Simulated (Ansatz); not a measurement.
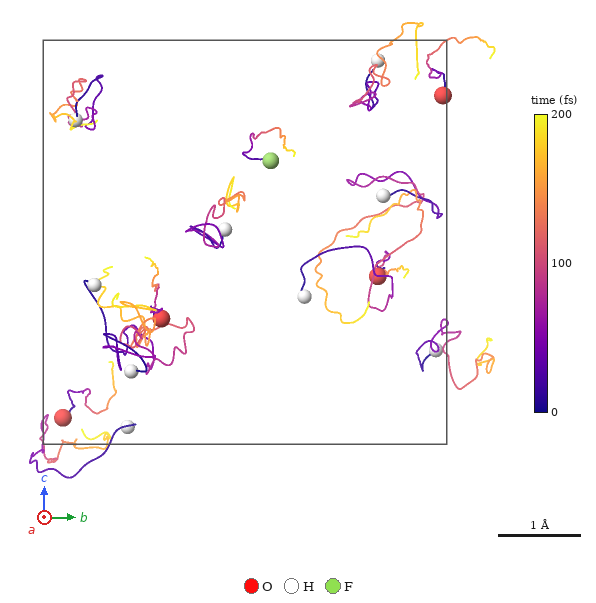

First-principles dynamics of a periodic cell with 4 H2O + 1 HF at 1.241 g/cm³, 200 fs long. It starts from the last geometry of an earlier run, with fresh velocities. Lines trace each atom's path, coloured by time; spheres stand at the starting positions. Seen along the a axis in the simulation cell.

Method: DFT LDA, scalar-relativistic, plane waves, PAW (Ansatz 0.2.0). Run with plane-wave cutoff 420 eV; k-point mesh 1 × 1 × 1; Fermi-Dirac smearing 0.05 eV; Langevin thermostat and barostat (NPT); set temperature 700 K; time step 0.5 fs; friction 0.005 per fs; target pressure 1 GPa.

Question: What do the traces tell about the motion?

Answer: Root-mean-square distances from the starting positions over the second half, with the common drift of all atoms taken out: H 0.98 Å, O 0.54 Å, F 0.53 Å. The heavy atoms stay within a fraction of a molecule's size of their starting places, while the hydrogen atoms travel further, as molecules turn; so short a run doesn't tell a liquid from a solid. Bond changes: one F–H bond breaks at about 70 fs; one F–H bond forms at about 88 fs; 2 H–O bonds break between 94 fs and 140 fs; one H–O bond forms at about 162 fs. Over the second half the temperature averages 684 K (spread ±88 K). The pressure hasn't settled at its target of 1.0 GPa. The potential energy in the second half lies on average 18.8 meV per atom below the first frame. The mean pressure there is −0.5 GPa. The volume ends +26.3 % from the start.

Limits of the set-up: the periodic images lie only 5.0 Å apart, so the values are limited by the cell's size.
